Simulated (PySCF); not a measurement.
C₂H₉AsGe (SMILES C[CH2][GeH2][AsH2])

```xyz
13

C    -1.4884    0.2090   -1.1266
C    -1.0709   -0.3067    0.2429
Ge    0.8739   -0.7392    0.2917
As    2.1523    0.9217   -0.8629
H    -0.9237    1.1098   -1.3808
H    -2.5490    0.4564   -1.1509
H    -1.2933   -0.5401   -1.8937
H    -1.2886    0.4486    1.0010
H    -1.6534   -1.1915    0.4991
H     1.0506   -2.1102   -0.3449
H     1.2652   -1.0049    1.7389
H     3.3176    0.7580    0.0659
H     1.6033    1.9896    0.0411
```

Geometry: GFN2-xTB.

All numbers below come from PBE0/def2-SVPD, SCF density, gas phase in PySCF.

Question: What can the converged electron density and electron localisation function tell about the bonding?

Answer: C–C (1.52 Å): ρ at the midpoint is about 1.6 e/Å³; the ELF peaks at about 0.95 between the atoms: a covalent bond.
C–Ge (1.99 Å): ρ at the midpoint is about 0.83 e/Å³; the ELF peaks at about 0.95 in the valence shell of C, 0.7 Å from its nucleus, and is about 0.70 at the midpoint.
C–H (1.09 Å): ρ is about 1.9 e/Å³ halfway; the ELF climbs to about 1 towards the hydrogen, as it does in any bond to H; a covalent bond by its length.
Ge–H (1.52 Å): ρ is about 1.1 e/Å³ halfway; the ELF climbs to about 1 towards the hydrogen.

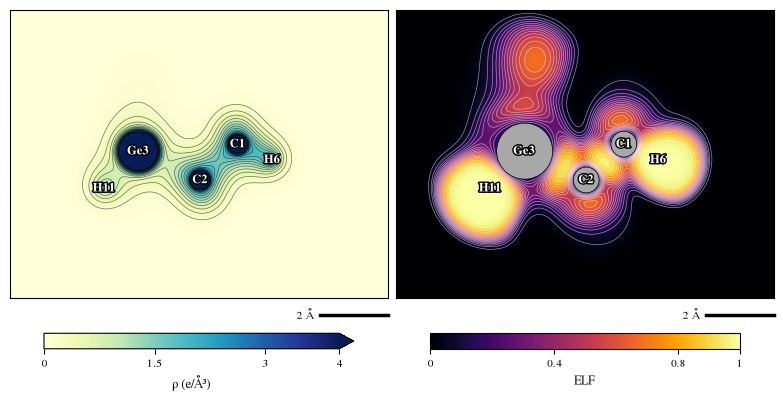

Computed electron density and electron localisation function on the plane of atoms C1, C2 and Ge3, in this order. Grey discs cover the atomic cores in the ELF map. 
